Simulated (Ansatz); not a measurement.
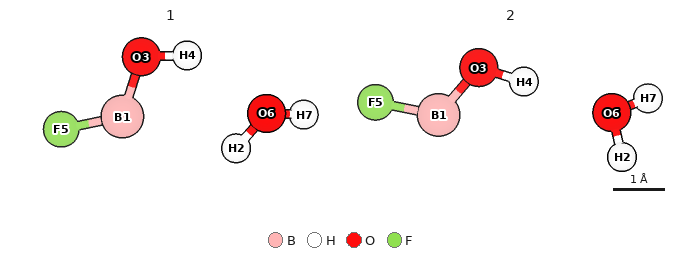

Two geometries of BH3O2F (multiplicity 2), drawn at one scale. One is the start of a relaxation, the other its converged end. A ball-and-stick model, seen at a tilt.

Method: Ansatz, UHF/def2-SVP. Set-up: collinear spin; force threshold 0.03 eV/Å; at most 50 steps.

Which of the two is the end point?

Structure 2 is the relaxed one. The run prepares an end point of a later path (reaction) calculation, from a guessed geometry. The energy falls by 4.19 kcal/mol in 9 accepted moves (10 points after the start). The largest force component goes from 0.92 to 0.012 eV/Å. The line search rejected the trial step at point 7 of the run. The forces were under the threshold at step 8, but the run went on from there. The largest move after the best rigid fit is that of H2, 1.06 Å. Largest moves by element: H 1.06 Å, F 0.74 Å, B 0.49 Å, O 0.24 Å. Among the contacts that change: H2–O6 0.971 → 0.946 Å, B1–F5 1.308 → 1.313 Å. Among the angles between lasting bonds that change: B1–O3–H4 113.3° → 115.4°.

Limits of the set-up: Hartree-Fock leaves out electron correlation.
